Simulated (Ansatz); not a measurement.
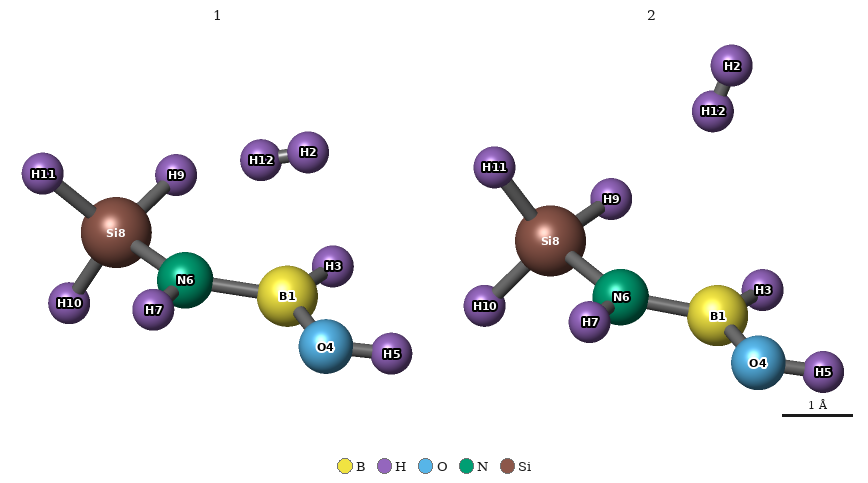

Two geometries of BSiNH8O, drawn at one scale. One is the start of a relaxation, the other its converged end. A ball-and-stick model, seen at a tilt.

Method: RHF/6-31G* (Ansatz). Settings: no spin polarisation; force threshold 0.03 eV/Å; at most 50 steps.

Which geometry has the lower energy?

Structure 2 is the relaxed one. The run prepares an end point of a later path (reaction) calculation, from a guessed geometry. The atom that moves furthest after the best rigid fit is H2 (1.49 Å). By element the largest moves are H 1.49 Å, B 0.36 Å, O 0.31 Å, N 0.31 Å, Si 0.16 Å. Among the contacts that change: B1–N6 1.481 → 1.415 Å, H2–H12 0.701 → 0.730 Å, B1–O4 1.354 → 1.361 Å, N6–Si8 1.732 → 1.736 Å. The energy falls by 9.67 kcal/mol in 21 accepted moves (22 points after the start). Largest force component: 2 eV/Å at the start, 0.016 eV/Å at the end. The line search rejected the trial step at point 11 of the run. The forces were under the threshold at step 15, but the run went on from there.

Limits of the set-up: the start holds two separate molecules, 2.2 Å apart at their closest, whose relative position is a soft coordinate and is computed without a dispersion correction; Hartree-Fock leaves out electron correlation.
